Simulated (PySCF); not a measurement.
**MP2/STO-6G run of AlH3F− (SMILES [H][Al-]([H])([H])[F])**

What is the vertical singlet–triplet gap of AlH3F− at MP2/STO-6G? 

The calculation is run with PySCF 2.14.0.

15 further runs of the same task are left out: 3 that didn't finish, 12 set aside as unsound or not needed.

## 1. The structure to begin with

AlH3F− has 5 atoms, charge -1, and is taken as a singlet. As SMILES, `[H][Al-]([H])([H])[F]`. Geometry: a GFN2-xTB relaxation, a rough one for these elements and not checked as a minimum.

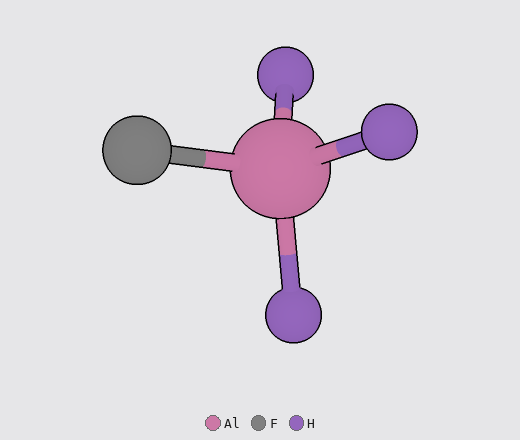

The structure, seen from a chosen angle (aluminium pink, fluorine grey, hydrogen purple).

## 2. A single-point energy at MP2/STO-6G

File calc.py:

```python
from pyscf import gto, mp

mol = gto.Mole()
mol.atom = '''
Al      -0.000570       0.000210      -0.037540
F        0.011440      -0.019350       1.657940
H        1.529880       0.011490      -0.550320
H       -0.774560       1.332620      -0.519830
H       -0.766190      -1.324970      -0.550240
'''
mol.charge = -1
mol.max_memory = 1860
mol.spin = 0
mol.verbose = 3
mol.basis = 'sto-6g'
mol.build()

myscf = mol.RHF()
myscf.conv_tol = 1e-10
myscf.kernel()
if not myscf.converged:
    myscf = myscf.newton().run(myscf.mo_coeff, myscf.mo_occ)

pt = mp.MP2(myscf, frozen=6).run()
e_final = pt.e_tot
print('E(%s) = %.9f' % ('MP2', e_final))
```

On the command line:

```bash
$ OMP_NUM_THREADS=1 python calc.py
```

Output:

```text
converged SCF energy = -341.571363305232
E(RMP2) = -341.616218848645  E_corr = -0.0448555434122563
E(SCS-RMP2) = -341.622748848176  E_corr = -0.0513855429439859
E(MP2) = -341.616218849
```

Run time: 0.97 s. Hardware: 1 thread of Arm Neoverse V1, shared host; peak memory 0.12 GiB.

## 3. The triplet

File calc.py:

```python
from pyscf import gto, scf, mp

mol = gto.Mole()
mol.atom = '''
Al    -0.000570     0.000210    -0.037540
F      0.011440    -0.019350     1.657940
H      1.529880     0.011490    -0.550320
H     -0.774560     1.332620    -0.519830
H     -0.766190    -1.324970    -0.550240
'''
mol.charge = -1
mol.basis = 'sto-6g'
mol.verbose = 4
mol.max_memory = 1860
mol.spin = 2
mol.build()

calc0 = scf.UHF(mol)
calc0.conv_tol = 1e-10
calc0.kernel()
if not calc0.converged:
    calc0 = calc0.newton().run(calc0.mo_coeff, calc0.mo_occ)

pt = mp.MP2(calc0, frozen=6).run()
e_tot = pt.e_tot
print('Final energy', e_tot)
```

On the command line:

```bash
$ OMP_NUM_THREADS=1 python calc.py
```

Output:

```text
PySCF version 2.14.0

[INPUT] num. atoms = 5
[INPUT] num. electrons = 26
[INPUT] charge = -1
[INPUT] spin (= nelec alpha-beta = 2S) = 2
[INPUT] symmetry False subgroup None
[INPUT] Mole.unit = angstrom
[INPUT] Symbol           X                Y                Z      unit          X                Y                Z       unit  Magmom
[INPUT]  1 Al    -0.000570000000   0.000210000000  -0.037540000000 AA   -0.001077143891   0.000396842486  -0.070940318716 Bohr   0.0
[INPUT]  2 F      0.011440000000  -0.019350000000   1.657940000000 AA    0.021618466865  -0.036566200510   3.133052530961 Bohr   0.0
[INPUT]  3 H      1.529880000000   0.011490000000  -0.550320000000 AA    2.891054203450   0.021712953171  -1.039954080871 Bohr   0.0
[INPUT]  4 H     -0.774560000000   1.332620000000  -0.519830000000 AA   -1.463706267043   2.518286828118  -0.982336331333 Bohr   0.0
[INPUT]  5 H     -0.766190000000  -1.324970000000  -0.550240000000 AA   -1.447889259381  -2.503830423265  -1.039802902781 Bohr   0.0

nuclear repulsion = 55.2259527091133
number of shells = 11
number of NR pGTOs = 102
number of NR cGTOs = 17
basis = sto-6g
ecp = {}

[... 21 lines left out ...]
[... the frontier-level lines of each cycle are left out ...]
[... 11 lines left out ...]
[... 11 lines left out ...]
[... 11 lines left out ...]
[... 11 lines left out ...]
[... 11 lines left out ...]
[... 11 lines left out ...]
[... 2 lines left out ...]


cycle= 14 E= -341.103526678169  delta_E= -7.99e-08  |g|= 3.54e-05  |ddm|= 0.00221


cycle= 15 E= -341.103526682885  delta_E= -4.72e-09  |g|= 1.29e-05  |ddm|= 0.000418


cycle= 16 E= -341.103526683695  delta_E= -8.11e-10  |g|= 3.87e-06  |ddm|= 0.000157


cycle= 17 E= -341.103526683757  delta_E= -6.16e-11  |g|= 1.16e-06  |ddm|= 4.77e-05


Extra cycle  E= -341.103526683761  delta_E= -3.81e-12  |g|= 7.16e-07  |ddm|= 4e-06
converged SCF energy = -341.103526683761  <S^2> = 2.0041153  2S+1 = 3.0027423

******** <class 'pyscf.mp.ump2.UMP2'> ********
nocc = (np.int64(8), np.int64(6)), nmo = (11, 11)
frozen orbitals 6
E(UMP2) = -341.149964122624  E_corr = -0.0464374388628991
E(SCS-UMP2) = -341.155016885946  E_corr = -0.0514902021851987
E_corr(same-spin) = -0.0048862205195541
E_corr(oppo-spin) = -0.041551218343345
Final energy -341.14996412262366
```

Wall time 1.1 s (1 thread of Arm Neoverse V1, shared host); peak memory 0.12 GiB.

## 4. What came out

Level: MP2/STO-6G, 6 core orbitals frozen.

| quantity | value |
| --- | --- |
| singlet: total energy | -341.61622 Eh |
| singlet: HOMO energy (Hartree–Fock orbitals) | -1.14 eV |
| singlet: LUMO energy (Hartree–Fock orbitals) | 22.03 eV |
| singlet: HOMO–LUMO gap (to an unbound level, set by the basis) | 23.17 eV |
| singlet: correlation energy (6 core orbitals frozen) | -44.9 mEh |
| triplet: total energy | -341.14996 Eh |
| triplet: HOMO energy (Hartree–Fock orbitals) (highest over α and β) | 11.66 eV |
| triplet: correlation energy (6 core orbitals frozen) | -46.4 mEh |
| triplet: ⟨S²⟩ of the reference determinant | 2.004 |
| vertical energy of the triplet above the singlet | 12.687 eV |

In words: At this shape the triplet lies 12.69 eV (293 kcal/mol) above the singlet. For an anion a state so high probably lies above electron detachment. In a minimal basis such a difference can be off by several eV, whatever the method. Mulliken charges (singlet) of the mean-field density run from -0.51 on F2 to +0.80 on Al1; they depend strongly on the basis. Mulliken charges (triplet) of the mean-field density run from -0.51 on F2 to +0.45 on Al1. The HOMO (triplet) lies at positive energy, 11.66 eV: the electron is unbound at this level or held by a compact basis; values depend on the basis.
